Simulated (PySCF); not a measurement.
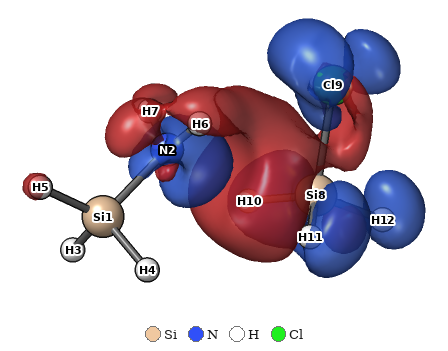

ClH8NSi2, SMILES `[SiH3]N.[SiH3]Cl`. Density of the complex less the densities of the two fragments at the same geometry, ±0.002 e/Å³ (blue: gain, red: loss). Fragment A: SiH5N (atoms 1–7); fragment B: SiH3Cl.

Level of theory: HF/def2-TZVP (PySCF), at a geometry from GFN2-xTB. GFN2-xTB bond lengths at metals and heavier atoms can be off by up to 0.1 Å and shapes distorted, which carries into these values.

Coordinates in Å:

```
Si1     -2.8089   -0.0930    0.0465
N2      -1.2612    0.6495   -0.1265
H3      -2.9323   -0.9821   -1.1068
H4      -2.7450   -0.8112    1.3178
H5      -3.9502    0.8350    0.0689
H6      -0.9209    1.2264    0.6266
H7      -1.0418    1.0972   -1.0024
Si8      1.4401   -1.0509   -0.0178
Cl9      2.0936    0.8551    0.0394
H10      0.7369   -1.2567   -1.2748
H11      0.6136   -1.2884    1.1553
H12      2.6395   -1.8891    0.0292
```

**Which way does charge flow?**

Hirshfeld charges show 0.008 e passing from A to B. By Hirshfeld charges, electrons gather most on Cl9 (−0.013 e) and leave Si8 most (+0.011 e); 0.08 e is displaced in all, which induces a dipole of 0.47 D.

**What is the interaction energy, and which contacts carry it?**

The counterpoise-corrected interaction energy of the frozen fragments is +0.5 kcal/mol without dispersion correction and −3.9 kcal/mol with D3(BJ). The pair geometry is semi-empirical, not a minimum at this level. Contacts: N2···H11, 2.99 Å, ρ = 0.009 a.u., a bond path close to vanishing (ellipticity 2.6); N2···H10, 2.99 Å, ρ = 0.009 a.u., a bond path close to vanishing (ellipticity 4.7); N2···Cl9, 3.37 Å, ρ = 0.008 a.u., a bond path close to vanishing (ellipticity 1.9). The pose is a local one from a semi-empirical search, not shown to be the most stable.

The PySCF run took 10 s on 1 thread of Arm Neoverse V1, on a shared host, peak memory 0.44 GiB.
